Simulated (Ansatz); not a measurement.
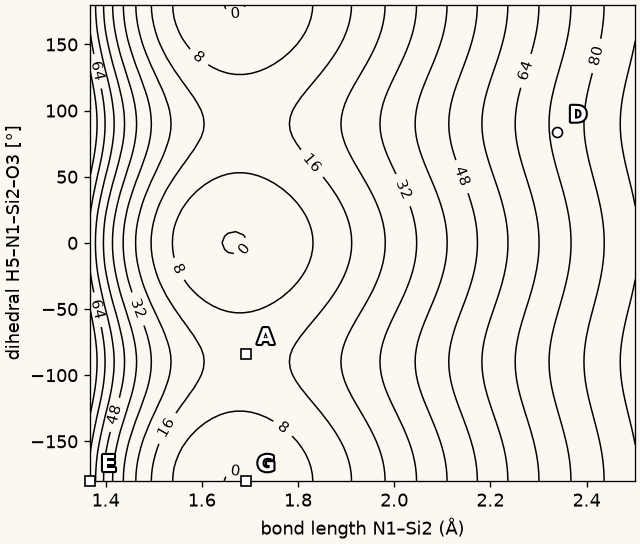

ClH2NOSi, SMILES N[Si](=O)Cl. 
- Coordinates scanned: (1) bond length N1–Si2; (2) dihedral H5–N1–Si2–O3.
- Nothing is relaxed (all other coordinates rigid).
- Grid: 15 × 15 points; 120 points were computed and 105 follow by symmetry.
- Points are written as (first, second).
- Energies: kcal/mol, counted from the lowest grid point.
- The reference is spin-restricted, which grows unreliable where a bond is stretched far.
- Method: RKS PBE0-D4/def2-TZVP (Ansatz 0.2.0).

The picture shows contour lines labelled in kcal/mol, lettered points. Between grid points the surface is interpolated.

### Is A the lowest point of the computed grid?

No. A lies 13 kcal/mol above the lowest grid point, which is at (1.691 Å, −180°).

### What kind of point is each of A, D, G: minimum, saddle, maximum or slope?

A: saddle point; D: on a slope; G: minimum. (In these two coordinates alone; a stationary point may lie a little off the grid point.)

### Rank the lettered points by energy, lowest first.

G (0 kcal/mol), A (13 kcal/mol), E (62 kcal/mol), D (74 kcal/mol).
